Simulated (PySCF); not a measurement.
Ge(H)(Et)2(OH), SMILES C[CH2][GeH]([OH])[CH2]C (C4H12GeO), GFN2-xTB optimised geometry. Atoms within 1.6 Å of the plane z = 1.0 Å (x, y, z in Å): Ge1 (-1.17, -0.47, 0.00), O2 (-1.56, 1.26, 0.00), C3 (0.81, -0.47, 0.00), C5 (-2.06, -1.34, 1.57), H8 (-2.49, 1.49, 0.03), H9 (1.18, -1.49, 0.09), H10 (1.15, 0.07, 0.89), H14 (-3.14, -1.17, 1.51), H15 (-1.90, -2.41, 1.51).

Method: B3LYP/def2-SVP (PySCF 2.14.0).

Map of the log10 of the electron density (e/bohr³), floored at −4 on the plane z = 1.0 Å:

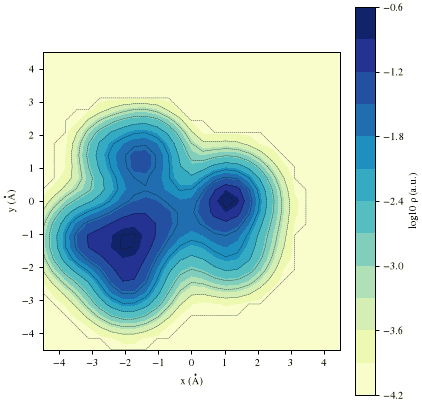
Figure. Log10 of the electron density (e/bohr³), floored at −4 on the plane z = 1.0 Å.
